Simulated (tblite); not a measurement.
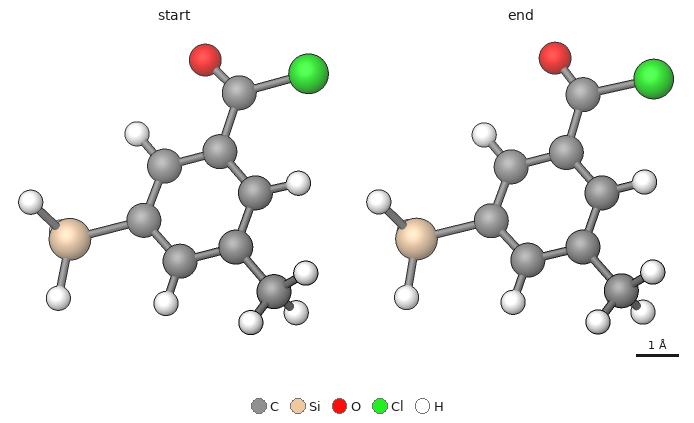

The structure of C₈H₉ClOSi before (left) and after (right) a relaxation, at one scale.

A ball-and-stick model, seen at a tilt.

Computed with GFN2-xTB geometry optimisation, gas phase (tblite 0.8.0). 

What changed between the two?

Answer. The largest move after the best rigid fit is that of the Cl atom, 0.14 Å. By element the largest moves are Cl 0.14 Å, C 0.09 Å, O 0.08 Å, H 0.04 Å, Si 0.01 Å. Near-neighbour distances that change, for instance: C–C 1.502 → 1.461 Å, C–O 1.224 → 1.190 Å, C–C 1.418 → 1.391 Å, H–Si 1.488 → 1.463 Å. Bond angles that change, for instance: C–C–O 117.3° → 127.4°, O–C–Cl 123.2° → 118.1°, C–C–Cl 119.5° → 114.5°. Over 30 geometry steps the energy falls by 24.4 kJ/mol.
